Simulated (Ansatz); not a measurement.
# GeNH2 (doublet): correlated methods under varied settings at a displaced geometry (v1)

What do other methods and options give for GeNH2 (doublet) at this geometry, and how long do they take?

Computed with Ansatz 0.2.0, Gaussian basis. Level: the settings change from run to run.

15 further runs of the same task are left out: 6 that didn't finish, 9 set aside as unsound or not needed.

### Step 1. The geometry

The geometry is a PBE0/def2-TZVP stationary point (not a proven minimum) with its atoms shifted at random (size 0.040 Å). No spin-orbit coupling is included. The filled d shell of Ge may be among the frozen orbitals whatever the setting's name suggests; the logs give the count.

4 atoms, charge 0, spin multiplicity 2.

Atoms are counted from 1 here; the program's logs count them from 0.

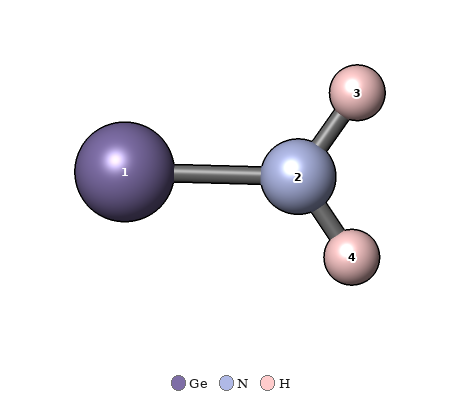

The geometry (germanium purple, nitrogen light blue, hydrogen pink); atoms are numbered from 1 in the order of the file.

### Step 2. CISD/cc-pVDZ

Input file in.yaml:

```yaml
crystal:
  periodic: [false, false, false]
  atoms:
    - {symbol: Ge, position_ang: [0.000228, 0.002283, 0.343749]}
    - {symbol: N, position_ang: [-0.000605, -0.013860, -1.483809]}
    - {symbol: H, position_ang: [0.047359, 0.881553, -2.091725]}
    - {symbol: H, position_ang: [-0.055418, -0.853467, -2.061922]}
basis:
  gaussian: {orbitals: cc-pVDZ, fitting: {mean_field: def2-universal-jkfit}}
magnetization: {spin_polarized: false, initial_magnetization: 1}
correlation: {active_space: {ras: {orbitals: [5, 1, 30], electrons: 11, max_holes: 2, max_particles: 2}, fixed_orbitals: true}}
accuracy: high
output: {forces: true}
```

Run with:

```bash
> ansatz run in.yaml --threads 1 --pin off --events-out ev --progress --plain --max-ram 2393MiB
```

What it wrote:

```text
Functional definition: HF
  name "HF"
  cite "Fock, Z. Phys. 61, 126 (1930) doi:10.1007/BF01340294"
  parent pbe
  exchange = exact_x
  correlation = 0
379 factors; integrals over basis functions are off by at most 2.3e-1 eV
mean field evaluation 1: about -57983.6983 eV, gradient 2.8e1 eV
mean field evaluation 2: about -57984.7161 eV, gradient 1.9e1 eV
mean field evaluation 4: about -57985.5330 eV, gradient 2.5e-1 eV
mean field evaluation 8: about -57985.0818 eV, gradient 2.1e0 eV
mean field evaluation 16: about -57984.8603 eV, gradient 1.2e0 eV
mean field -57985.53345687 eV, -2130.9290505337 hartree, gradient 1.7e-8 eV, S^2 0.750000; 4 other end points of the search recorded, 0 dependent functions left out
reference -57985.53345687 eV, -2130.9290505337 hartree; 21, 20 occupied and 30, 31 virtual orbitals, 379 factors
state -57992.17327341 eV, -2131.1730592909 hartree
the calculation of the forces begins
Total energy: -57992.17327341 eV, -2131.1730592909 hartree
Atom 0 at     0.000228     0.002283     0.343749 Å, force     0.001364    -0.006597     0.003109 eV/Å
Atom 1 at    -0.000605    -0.013860    -1.483809 Å, force     0.094623     1.921051    -1.437216 eV/Å
Atom 2 at     0.047359     0.881553    -2.091725 Å, force    -0.113206    -2.147687     1.361805 eV/Å
Atom 3 at    -0.055418    -0.853467    -2.061922 Å, force     0.017219     0.233233     0.072302 eV/Å
Dipole moment:    -0.002908     0.006011    -0.356215 e Å
```

Run time: 2.9 s. Hardware: 1 thread of Arm Neoverse V2, shared host.

From the report: 59,286 determinants.

### Step 3. NEVPT4(SD)(1,2)/6-31G

Input file in.yaml:

```yaml
crystal:
  periodic: [false, false, false]
  atoms:
    - {symbol: Ge, position_ang: [0.000228, 0.002283, 0.343749]}
    - {symbol: N, position_ang: [-0.000605, -0.013860, -1.483809]}
    - {symbol: H, position_ang: [0.047359, 0.881553, -2.091725]}
    - {symbol: H, position_ang: [-0.055418, -0.853467, -2.061922]}
basis:
  gaussian: {orbitals: 6-31G, point_charges: [{charge: 1.00, position_ang: [4.236, -0.622, 0.784]}]}
magnetization: {spin_polarized: false, initial_magnetization: 1}
correlation: {method: fic_nevpt4_sd, electrons: outside_noble_gas, active_space: {window: {electrons: 1, orbitals: 2}}}
```

Launched as before.

What it wrote (excerpt; [...] marks lines left out):

```text
Functional definition: HF
  name "HF"
  cite "Fock, Z. Phys. 61, 126 (1930) doi:10.1007/BF01340294"
  parent pbe
[...]
447 factors; integrals over basis functions are off by at most 5.5e-4 eV
[...]
mean field -57976.91598237 eV, -2130.6123641869 hartree, gradient 2.0e-6 eV, S^2 0.750000; 4 other end points of the search recorded, 0 dependent functions left out
reference -57976.91598237 eV, -2130.6123641869 hartree; 21, 20 occupied and 21, 22 virtual orbitals, 447 factors
state -57976.91598237 eV, -2130.6123641869 hartree
state -57976.91598237 eV, -2130.6123641869 hartree; corrected -57981.49185182 eV, -2130.7805242877 hartree
WARN: 1 active orbitals are nearly empty or full. The corrections depend on them more than the energy does, and are more stable in an active space without them
Total energy: -57981.49185182 eV, -2130.7805242877 hartree
```

It took 1.1 s on 1 thread of Arm Neoverse V2, shared host.

From the report: 2 determinants; active occupations 1.00, 0.00. The report marks this result as in doubt.

### Step 4. HF/cc-pVDZ

Input file in.yaml:

```yaml
crystal:
  periodic: [false, false, false]
  atoms:
    - {symbol: Ge, position_ang: [0.000228, 0.002283, 0.343749]}
    - {symbol: N, position_ang: [-0.000605, -0.013860, -1.483809]}
    - {symbol: H, position_ang: [0.047359, 0.881553, -2.091725]}
    - {symbol: H, position_ang: [-0.055418, -0.853467, -2.061922]}
basis:
  gaussian: {orbitals: cc-pVDZ, fitting: {mean_field: def2-universal-jkfit}}
magnetization: {spin_polarized: true, initial_magnetization: 1}
hamiltonian: {xc: hf}
accuracy: high
output: {forces: true, orbitals: {seedname: orbitals}}
```

Same command.

What it wrote (excerpt; [...] marks lines left out):

```text
Functional definition: HF
  name "HF"
  cite "Fock, Z. Phys. 61, 126 (1930) doi:10.1007/BF01340294"
  parent pbe
[...]
379 factors; integrals over basis functions are off by at most 2.3e-1 eV
[...]
mean field -57985.63789191 eV, -2130.9328884508 hartree, gradient 2.7e-8 eV, S^2 0.766592; 2 other end points of the search recorded, 0 dependent functions left out
[...]
reference -57985.63789191 eV, -2130.9328884508 hartree; 21, 20 occupied and 30, 31 virtual orbitals, 379 factors
Total energy: -57985.63789191 eV, -2130.9328884508 hartree
Atom 0 at     0.000228     0.002283     0.343749 Å, force     0.000966    -0.011256    -0.354221 eV/Å
Atom 1 at    -0.000605    -0.013860    -1.483809 Å, force     0.090161     1.929612    -1.726595 eV/Å
Atom 2 at     0.047359     0.881553    -2.091725 Å, force    -0.138460    -2.615822     1.682517 eV/Å
Atom 3 at    -0.055418    -0.853467    -2.061922 Å, force     0.047333     0.697465     0.398299 eV/Å
Dipole moment:    -0.002998     0.006823    -0.309641 e Å
```

Wall time 0.9 s (1 thread of Arm Neoverse V2, shared host).

From the report: ⟨S²⟩ of the determinant 0.767 (pure doublet: 0.75).

### Step 5. MRCISD+Q(3,4)/6-31G

Input file in.yaml:

```yaml
crystal:
  periodic: [false, false, false]
  atoms:
    - {symbol: Ge, position_ang: [0.000228, 0.002283, 0.343749]}
    - {symbol: N, position_ang: [-0.000605, -0.013860, -1.483809]}
    - {symbol: H, position_ang: [0.047359, 0.881553, -2.091725]}
    - {symbol: H, position_ang: [-0.055418, -0.853467, -2.061922]}
basis:
  gaussian: {orbitals: 6-31G}
magnetization: {spin_polarized: false, initial_magnetization: 1}
correlation: {method: fic_mrcisd_q, electrons: outside_noble_gas, active_space: {window: {electrons: 3, orbitals: 4}}}
```

The command is unchanged.

What it wrote (excerpt; [...] marks lines left out):

```text
Functional definition: HF
  name "HF"
  cite "Fock, Z. Phys. 61, 126 (1930) doi:10.1007/BF01340294"
  parent pbe
[...]
447 factors; integrals over basis functions are off by at most 5.5e-4 eV
[...]
mean field -57976.85021214 eV, -2130.6099471755 hartree, gradient 1.4e-6 eV, S^2 0.750000; 4 other end points of the search recorded, 0 dependent functions left out
reference -57976.85021214 eV, -2130.6099471755 hartree; 21, 20 occupied and 21, 22 virtual orbitals, 447 factors
state -57977.45670541 eV, -2130.6322353921 hartree
contracted CI cycle   1: correlation 0.00000000 eV, 0.0000000000 hartree, residual 1.61e1 eV
contracted CI cycle   2: correlation -3.49640493 eV, -0.1284905112 hartree, residual 3.51e0 eV
contracted CI cycle   3: correlation -3.73438009 eV, -0.1372359370 hartree, residual 1.09e0 eV
[...]
contracted CI cycle   3: correlation -3.90450135 eV, -0.1434877780 hartree, residual 1.10e0 eV
contracted CI cycle   4: correlation -3.92813192 eV, -0.1443561854 hartree, residual 3.93e-1 eV
contracted CI cycle   5: correlation -3.93198814 eV, -0.1444978989 hartree, residual 1.68e-1 eV
contracted CI cycle   6: correlation -3.93262987 eV, -0.1445214819 hartree, residual 5.61e-2 eV
contracted CI cycle   7: correlation -3.93269612 eV, -0.1445239168 hartree, residual 1.64e-2 eV
contracted CI cycle   8: correlation -3.93270169 eV, -0.1445241216 hartree, residual 5.18e-3 eV
contracted CI cycle   9: correlation -3.93270225 eV, -0.1445241420 hartree, residual 1.46e-3 eV
contracted CI cycle  10: correlation -3.93270229 eV, -0.1445241436 hartree, residual 4.37e-4 eV
state -57977.27752826 eV, -2130.6256507532 hartree; corrected -57981.49387573 eV, -2130.7805986649 hartree
state -57977.45670541 eV, -2130.6322353921 hartree; corrected -57981.51002952 eV, -2130.7811923060 hartree
[...]
Total energy: -57981.51002952 eV, -2130.7811923060 hartree
```

Run time: 3.2 s. Hardware: 1 thread of Arm Neoverse V2, shared host.

From the report: 24 determinants; active occupations 1.98, 1.00, 0.02, 0.00.

### Step 6. HF/6-31G*

Changes to in.yaml since step 5:

```diff
@@ -8,4 +8,6 @@
 basis:
-  gaussian: {orbitals: 6-31G}
+  gaussian: {orbitals: "6-31G*", point_charges: [{charge: 0.50, position_ang: [3.076, -0.771, -0.717]}]}
 magnetization: {spin_polarized: false, initial_magnetization: 1}
-correlation: {method: fic_mrcisd_q, electrons: outside_noble_gas, active_space: {window: {electrons: 3, orbitals: 4}}}
+hamiltonian: {xc: hf}
+scf: {lower_state_search: full}
+output: {forces: true, orbitals: {seedname: orbitals}}
```

Launched as before.

What it wrote (excerpt; [...] marks lines left out):

```text
Functional definition: HF
  name "HF"
  cite "Fock, Z. Phys. 61, 126 (1930) doi:10.1007/BF01340294"
  parent pbe
[...]
510 factors; integrals over basis functions are off by at most 7.1e-4 eV
[...]
mean field -57978.41515919 eV, -2130.6674579188 hartree, gradient 2.2e-5 eV, S^2 0.750000; 7 other end points of the search recorded, 0 dependent functions left out
[...]
reference -57978.41515919 eV, -2130.6674579188 hartree; 21, 20 occupied and 33, 34 virtual orbitals, 510 factors
Total energy: -57978.41515919 eV, -2130.6674579188 hartree
Atom 0 at     0.000228     0.002283     0.343749 Å, force    -0.141356     0.018318    -0.240100 eV/Å
Atom 1 at    -0.000605    -0.013860    -1.483809 Å, force     0.642490     1.830387    -2.016495 eV/Å
Atom 2 at     0.047359     0.881553    -2.091725 Å, force    -0.343280    -2.679530     1.775050 eV/Å
Atom 3 at    -0.055418    -0.853467    -2.061922 Å, force    -0.082947     0.833780     0.519125 eV/Å
Dipole moment:    -0.160636     0.060946    -0.316653 e Å
```

It took 1.8 s on 1 thread of Arm Neoverse V2, shared host.

### Step 7. NEVPT2(15,8)/cc-pVDZ

Input file in.yaml:

```yaml
crystal:
  periodic: [false, false, false]
  atoms:
    - {symbol: Ge, position_ang: [0.000228, 0.002283, 0.343749]}
    - {symbol: N, position_ang: [-0.000605, -0.013860, -1.483809]}
    - {symbol: H, position_ang: [0.047359, 0.881553, -2.091725]}
    - {symbol: H, position_ang: [-0.055418, -0.853467, -2.061922]}
basis:
  gaussian: {orbitals: cc-pVDZ}
magnetization: {spin_polarized: false, initial_magnetization: 1}
correlation: {method: sc_nevpt2, electrons: valence, active_space: {window: {electrons: 15, orbitals: 8}}}
```

The command is unchanged.

What it wrote (excerpt; [...] marks lines left out):

```text
Functional definition: HF
  name "HF"
  cite "Fock, Z. Phys. 61, 126 (1930) doi:10.1007/BF01340294"
  parent pbe
[...]
552 factors; integrals over basis functions are off by at most 1.4e-3 eV
[...]
mean field -57985.53537595 eV, -2130.9291210586 hartree, gradient 1.3e-6 eV, S^2 0.750000; 4 other end points of the search recorded, 0 dependent functions left out
reference -57985.53537595 eV, -2130.9291210586 hartree; 21, 20 occupied and 30, 31 virtual orbitals, 552 factors
state -57985.53537595 eV, -2130.9291210586 hartree
state -57985.53537595 eV, -2130.9291210586 hartree; corrected -57991.46518714 eV, -2131.1470376006 hartree
WARN: 7 active orbitals are nearly empty or full. The corrections depend on them more than the energy does, and are more stable in an active space without them
Total energy: -57991.46518714 eV, -2131.1470376006 hartree
```

It took 2 s on 1 thread of Arm Neoverse V2, shared host.

From the report: 8 determinants; active occupations 2.00, 2.00, 2.00, 2.00, 2.00, 2.00, 2.00, 1.00. The report marks this result as in doubt.

### Step 8. CISD/STO-3G

Changes to in.yaml since step 7:

```diff
@@ -8,4 +8,4 @@
 basis:
-  gaussian: {orbitals: cc-pVDZ}
+  gaussian: {orbitals: STO-3G}
 magnetization: {spin_polarized: false, initial_magnetization: 1}
-correlation: {method: sc_nevpt2, electrons: valence, active_space: {window: {electrons: 15, orbitals: 8}}}
+correlation: {active_space: {ras: {orbitals: [20, 1, 4], electrons: 41, max_holes: 2, max_particles: 2}, fixed_orbitals: true}}
```

The command is unchanged.

What it wrote:

```text
Functional definition: HF
  name "HF"
  cite "Fock, Z. Phys. 61, 126 (1930) doi:10.1007/BF01340294"
  parent pbe
  exchange = exact_x
  correlation = 0
268 factors; integrals over basis functions are off by at most 2.7e-5 eV
mean field evaluation 1: about -57322.7669 eV, gradient 1.2e1 eV
mean field evaluation 2: about -57322.8016 eV, gradient 1.2e1 eV
mean field evaluation 4: about -57323.3222 eV, gradient 1.3e0 eV
mean field evaluation 8: about -57323.3326 eV, gradient 9.3e-3 eV
mean field evaluation 16: about -57323.3319 eV, gradient 2.6e-1 eV
mean field -57323.33256275 eV, -2106.5936165307 hartree, gradient 1.0e-5 eV, S^2 0.750000; 4 other end points of the search recorded, 0 dependent functions left out
reference -57323.33256275 eV, -2106.5936165307 hartree; 21, 20 occupied and 4, 5 virtual orbitals, 268 factors
state -57325.89199535 eV, -2106.6876739439 hartree
Total energy: -57325.89199535 eV, -2106.6876739439 hartree
```

It took 0.45 s on 1 thread of Arm Neoverse V2, shared host.

From the report: 17,185 determinants.

### Step 9. BCCD(T) on UHF/cc-pVDZ

Input file in.yaml:

```yaml
crystal:
  periodic: [false, false, false]
  atoms:
    - {symbol: Ge, position_ang: [0.000228, 0.002283, 0.343749]}
    - {symbol: N, position_ang: [-0.000605, -0.013860, -1.483809]}
    - {symbol: H, position_ang: [0.047359, 0.881553, -2.091725]}
    - {symbol: H, position_ang: [-0.055418, -0.853467, -2.061922]}
basis:
  gaussian: {orbitals: cc-pVDZ}
magnetization: {spin_polarized: true, initial_magnetization: 1}
correlation: {method: bccd_t, electrons: outside_noble_gas}
accuracy: high
output: {forces: true}
```

The command is unchanged.

What it wrote (excerpt; [...] marks lines left out):

```text
Functional definition: HF
  name "HF"
  cite "Fock, Z. Phys. 61, 126 (1930) doi:10.1007/BF01340294"
  parent pbe
[...]
1068 factors; integrals over basis functions are off by at most 4.4e-9 eV
[...]
mean field -57985.63994193 eV, -2130.9329637875 hartree, gradient 3.3e-8 eV, S^2 0.766591; 7 other end points of the search recorded, 0 dependent functions left out
determinant -57985.63994193 eV, -2130.9329637875 hartree, with singles and doubles -57992.75467872 eV, -2131.1944255421 hartree
determinant -57984.76784614 eV, -2130.9009148582 hartree, with singles and doubles -57991.76821373 eV, -2131.1581736222 hartree
determinant -57982.29682135 eV, -2130.8101063721 hartree, with singles and doubles -57988.30338431 eV, -2131.0308434897 hartree
15 core orbitals not correlated: weight in the atoms' cores, before any rotation towards them, 0.998 or more for the frozen orbitals, at most 0.002 for the correlated occupied ones
reference -57985.63994193 eV, -2130.9329637875 hartree; 6, 5 occupied and 30, 31 virtual orbitals, 1068 factors
second order -6.49231711 eV of doubles, -0.00000000 eV of singles
cycle   1  -7.09172023 eV  change    2.3e-2 eV  update   1.0e-2
[...]
cycle  24  -7.09522978 eV  change  -6.8e-10 eV  update   1.3e-9
perturbative correction -0.24032400 eV, -0.0088317440 hartree
[...]
Total energy: -57992.97549570 eV, -2131.2025404165 hartree
Atom 0 at     0.000228     0.002283     0.343749 Å, force     0.001613    -0.004260     0.295852 eV/Å
Atom 1 at    -0.000605    -0.013860    -1.483809 Å, force     0.095876     1.899686    -1.375643 eV/Å
Atom 2 at     0.047359     0.881553    -2.091725 Å, force    -0.099320    -1.890834     1.179331 eV/Å
Atom 3 at    -0.055418    -0.853467    -2.061922 Å, force     0.001831    -0.004593    -0.099539 eV/Å
Dipole moment:    -0.002870     0.005132    -0.394669 e Å
```

It took 13 s on 1 thread of Arm Neoverse V2, shared host; peak memory 0.3 GiB.

From the report: ⟨S²⟩ of the determinant 0.767 (pure doublet: 0.75); correlation -7.3356 eV; largest double amplitude 0.07.

### Step 10. CISD/cc-pVDZ

Changes to in.yaml since step 9:

```diff
@@ -9,5 +9,4 @@
   gaussian: {orbitals: cc-pVDZ}
-magnetization: {spin_polarized: true, initial_magnetization: 1}
-correlation: {method: bccd_t, electrons: outside_noble_gas}
-accuracy: high
+magnetization: {spin_polarized: false, initial_magnetization: 1}
+correlation: {active_space: {ras: {orbitals: [10, 1, 30], electrons: 21, max_holes: 2, max_particles: 2}, fixed_orbitals: true}}
 output: {forces: true}
```

Same command.

What it wrote (excerpt; [...] marks lines left out):

```text
Functional definition: HF
  name "HF"
  cite "Fock, Z. Phys. 61, 126 (1930) doi:10.1007/BF01340294"
  parent pbe
[...]
552 factors; integrals over basis functions are off by at most 1.4e-3 eV
[...]
mean field -57985.53537595 eV, -2130.9291210586 hartree, gradient 1.3e-6 eV, S^2 0.750000; 4 other end points of the search recorded, 0 dependent functions left out
reference -57985.53537595 eV, -2130.9291210586 hartree; 21, 20 occupied and 30, 31 virtual orbitals, 552 factors
state -57992.57223260 eV, -2131.1877207709 hartree
[...]
Total energy: -57992.57223260 eV, -2131.1877207709 hartree
Atom 0 at     0.000228     0.002283     0.343749 Å, force     0.001268    -0.007936    -0.138445 eV/Å
Atom 1 at    -0.000605    -0.013860    -1.483809 Å, force     0.094688     1.924249    -1.321258 eV/Å
Atom 2 at     0.047359     0.881553    -2.091725 Å, force    -0.113630    -2.156096     1.374861 eV/Å
Atom 3 at    -0.055418    -0.853467    -2.061922 Å, force     0.017674     0.239784     0.084842 eV/Å
Dipole moment:    -0.002911     0.006040    -0.357134 e Å
```

Wall time 29 s (1 thread of Arm Neoverse V2, shared host).

From the report: 231,791 determinants.

### Step 11. The runs in one table

Where basis and cores are those of an earlier UCCSDT(Q)/cc-pVDZ run (-57993.0172 eV), and the state is the same kind, the miss against it is given. † marks a result that the program doubts.

```
                                          level         correlated  functions  energy (eV)  from UCCSDT(Q) (meV)    time
                                   CISD/cc-pVDZ  outside noble gas         51  -57992.1733                 843.9   2.9 s
NEVPT4(SD)(1,2)/6-31G (beside a point charge) †  outside noble gas         42  -57981.4919                         1.1 s
                                     HF/cc-pVDZ                            51  -57985.6379                7379.3   0.9 s
                            MRCISD+Q(3,4)/6-31G  outside noble gas         42  -57981.5100                         3.2 s
              HF/6-31G* (beside a point charge)                            54  -57978.4152                         1.8 s
                         NEVPT2(15,8)/cc-pVDZ †            valence         51  -57991.4652                           2 s
                                    CISD/STO-3G                all         25  -57325.8920                        0.45 s
                         BCCD(T) on UHF/cc-pVDZ  outside noble gas         51  -57992.9755                  41.7    13 s
                                   CISD/cc-pVDZ            valence         51  -57992.5722                          29 s
```

### Step 12. Results

```
quantity                value
    runs                    9
quickest  CISD/STO-3G, 0.45 s
 slowest   CISD/cc-pVDZ, 29 s
```

What this shows: Total energies in different bases, with other cores or another treatment of relativity can't be set against each other. CISD/cc-pVDZ took 63 times as long as CISD/STO-3G; the jobs differ in more than the method. Among the correlated runs with a miss given, it spans +42 to +844 meV. Hartree-Fock, CASSCF and CASCI lack dynamic correlation by design.
